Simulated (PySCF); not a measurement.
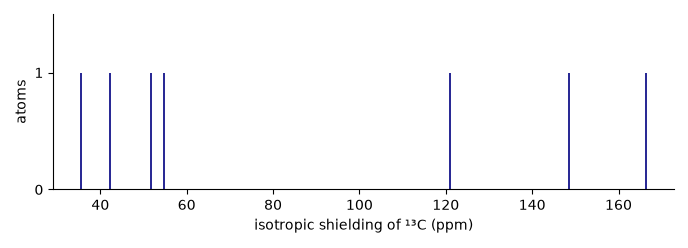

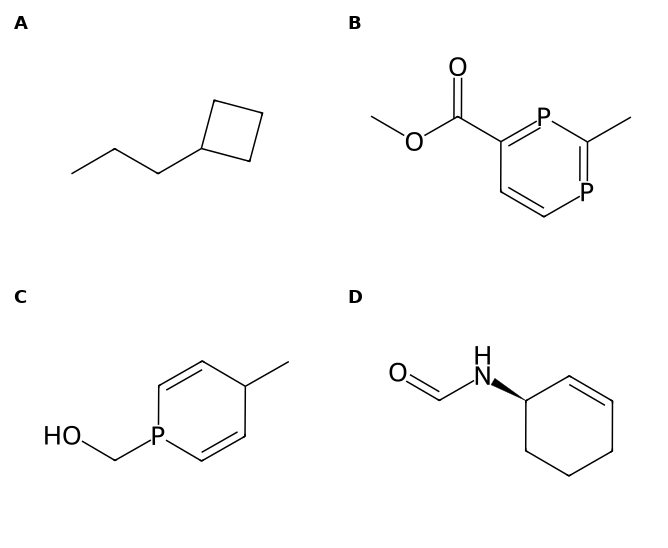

The sticks are computed shieldings of one of the molecules, for one fixed geometry (GFN2-xTB) without averaging over rotations. Low shielding means a high chemical shift. Method: GIAO PBE0/pcSseg-1 NMR shielding, non-relativistic, gas phase (PySCF 2.14.0).

> Which molecule gives this pattern?

C, `CC1C=CP(CO)C=C1`. Its 7 C atoms give lines at 35.6, 42.2, 51.7, 54.8, 121.0, 148.6, 166.3 ppm.

The geometry is semi-empirical. Around P such bond lengths and angles can be off by a tenth of an ångström or more and by several degrees, and values that hang on the shape move with them.
